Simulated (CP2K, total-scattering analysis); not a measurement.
# water and urea: neutron diffraction with isotope substitution

Two samples of water and urea (24 H2O and 4 urea; N 7.7, C 3.9, O 26.9, H 61.5 atom %; 320 K, fixed volume; ρ₀ = 0.1024 Å⁻³) differ only in the isotope of H: D (b = 6.6681 fm) and H (b = -3.7395 fm). Other lengths: N 9.36, C 6.6472, O 5.8037 fm. The data are simulated by ab initio molecular dynamics with CP2K (revPBE-D3(BJ), Gaussian and plane waves, DZVP-MOLOPT-SR basis, GTH potentials, 400 Ry, CSVR thermostat, no spin, fixed volume, H with the mass of D). The average runs over 0.70 ps of 104 atoms, so shells between rare elements are rough. Mean temperature 314 K, largest m.s.d. 1.62 Å², energy drift -4 meV an atom (last third less first, no steady trend); the first quarter of the run is discarded. Start: last frame of a classical run of this cell at the same density and temperature. So short a stretch relaxes bonds and nearest shells but still remembers its start. It is a liquid as far as so short a run tells. The partials come from the cell's reciprocal vectors below 4 Å⁻¹ and from g(r) above; absorption, incoherent and inelastic scattering are left out. F(Q) = Σ ci cj bi bj (Sij − 1), in barn per steradian and atom:

```tsv
Q (Å⁻¹)	2H	1H	difference
0.9	-0.301	-0.146	-0.155
1.2	-0.173	-0.152	-0.021
1.5	-0.091	-0.149	0.058
1.8	0.146	-0.126	0.272
2.1	0.347	-0.124	0.471
2.4	0.251	-0.123	0.374
2.7	0.013	-0.070	0.082
3.0	-0.093	0.007	-0.100
3.3	-0.072	0.028	-0.101
3.6	-0.070	0.025	-0.095
3.9	-0.071	-0.003	-0.068
4.2	-0.075	0.004	-0.079
4.5	-0.096	0.026	-0.121
4.8	-0.110	0.059	-0.170
5.1	-0.107	0.088	-0.194
5.4	-0.077	0.095	-0.171
5.7	-0.033	0.074	-0.107
6.0	0.004	0.037	-0.033
6.3	0.024	0.004	0.020
6.6	0.028	-0.017	0.045
6.9	0.024	-0.030	0.055
7.2	0.023	-0.044	0.067
7.5	0.033	-0.055	0.087
7.8	0.053	-0.058	0.111
8.1	0.070	-0.053	0.123
8.4	0.069	-0.041	0.110
8.7	0.052	-0.021	0.073
9.0	0.031	0.000	0.031
9.3	0.014	0.013	0.001
9.6	-0.002	0.013	-0.016
9.9	-0.019	0.011	-0.030
10.2	-0.033	0.013	-0.046
10.5	-0.044	0.018	-0.062
10.8	-0.052	0.026	-0.077
```

The first difference in real space, ΔG(r), in barn (from the pair functions, so without the broadening of a finite Q range):

```
r (Å)  first difference G(r)
 0.50                 -0.439
 0.58                 -0.439
 0.66                 -0.439
 0.74                 -0.439
 0.82                 -0.439
 0.90                 -0.360
 0.98                  6.739
 1.06                  0.980
 1.14                 -0.436
 1.22                 -0.439
 1.30                 -0.439
 1.38                 -0.434
 1.46                 -0.363
 1.54                 -0.081
 1.62                 -0.134
 1.70                 -0.156
 1.78                 -0.160
 1.86                 -0.179
 1.94                 -0.148
 2.02                 -0.014
 2.10                 -0.035
 2.18                 -0.194
 2.26                 -0.177
 2.34                 -0.160
 2.42                 -0.123
 2.50                 -0.090
 2.58                 -0.116
 2.66                 -0.145
 2.74                 -0.171
 2.82                 -0.112
 2.90                 -0.078
 2.98                 -0.024
 3.06                  0.034
 3.14                  0.131
 3.22                  0.226
 3.30                  0.155
 3.38                  0.111
 3.46                  0.083
 3.54                  0.067
```

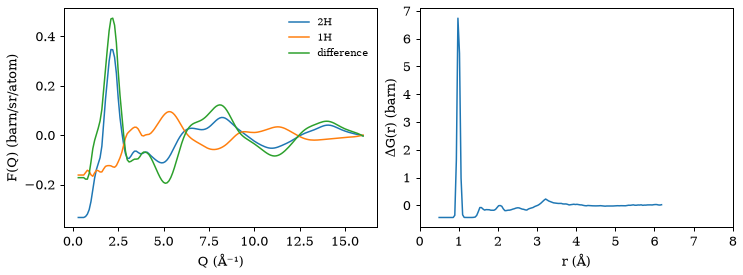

**Question.** Which pairs survive in the difference, and what is the first shell of H?

Pairs without H cancel. ΔG(r) = Σ W [g(r) − 1] with W = 2 c(H) c(j) b(j) Δb, and c(H)² (b₁² − b₂²) for H–H: H–N 0.0922, H–C 0.0328, H–O 0.2001, H–H 0.1154 barn. At small r, ΔG → −ΣW = -0.441; in this finite cell the H–H term carries (N − 1)/N with N = 64 atoms of H, which gives -0.439.

The first feature holds O–H (0.98 Å, 0.8 neighbours by the coordinates) and N–H (1.02 Å, 0.2 neighbours by the coordinates) together, so its area gives only their weighted sum.

Shells of H from the coordinates: O–H at 0.98 Å, 0.8 neighbours to 1.26 Å; N–H at 1.02 Å, 0.2 neighbours to 1.30 Å; H–H at 1.55 Å, 1.0 neighbours to 1.92 Å; C–H at 2.05 Å, 0.3 neighbours to 2.34 Å (first peaks with a usable minimum only). Counts average over all H, whatever molecule they sit on, and second peaks of a pair (H two bonds away, hydrogen bonds) add features between 1.5 and 2.5 Å that aren't listed. The structure is taken to be the same for both isotopes, which holds least well for H and D.

[Logs are printed without paths, hosts, clocks, repeated set-up lines and the standing remarks that a program may print on its own settings, such as how far it seeks lower states.]
